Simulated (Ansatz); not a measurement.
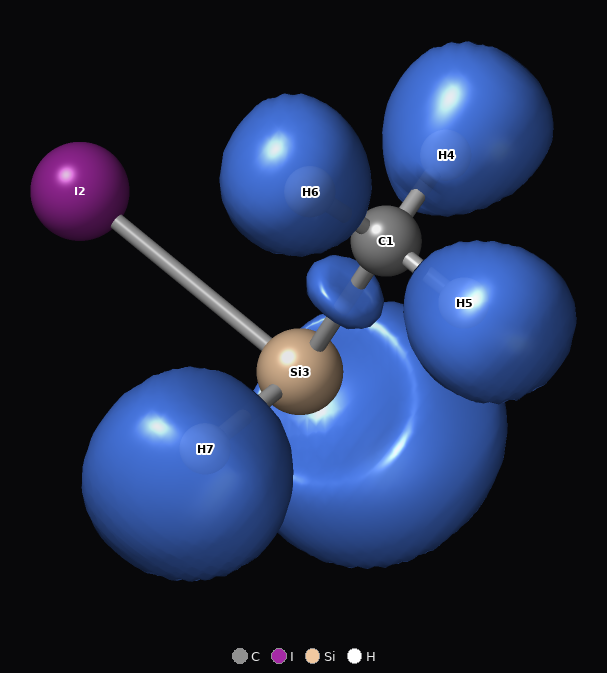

The picture shows: CH$_{4}$ISi (SMILES C[SiH-]I) (charge −1). Isosurface of the electron localisation function at 0.9 (blue), seen at a tilt. Only the valence region is drawn (cores and ρ < 0.01 e/Å³ removed).

Geometry: B3LYP-D3(BJ)/def2-SVPD; core potentials replace the inner electrons of I.

All numbers below come from isolated molecule in a Gaussian basis; Kohn-Sham density functional theory, functional PBE0 (Ansatz).

The calculation's input:

```
crystal:
  periodic: [false, false, false]
  atoms:
    - {symbol: C, position_ang: [-1.213599, 1.129167, 0.354754]}
    - {symbol: I, position_ang: [1.157870, -0.841544, 2.106351]}
    - {symbol: Si, position_ang: [-1.434512, -0.641586, 1.166634]}
    - {symbol: H, position_ang: [-1.207519, 1.921330, 1.121108]}
    - {symbol: H, position_ang: [-2.090144, 1.308931, -0.297627]}
    - {symbol: H, position_ang: [-0.305906, 1.238376, -0.259314]}
    - {symbol: H, position_ang: [-1.084182, -1.422136, -0.118154]}
basis:
  gaussian:
    orbitals: def2-TZVPD
output: {forces: true, orbitals: {seedname: orbitals}}
total_charge: -1
hamiltonian:
  xc: pbe0
```

Run with:

```sh
ansatz run input.yaml --threads 2 --pin off --max-ram 4350MiB --events-out events.jsonl --progress --plain --runs-dir runs
```

> Where are the electrons localised?

The surface consists of one region between bonded C–Si atoms (shared pairs), four regions around hydrogen nuclei and one lobe on Si, pointing away from the bonds (lone pairs). Profiles from the grid: C–Si (1.96 Å): the ELF peaks at about 0.95 between the atoms (localised, covalent bonding). Si–I (2.76 Å): the ELF peaks at about 0.75 between the atoms: a covalent bond.
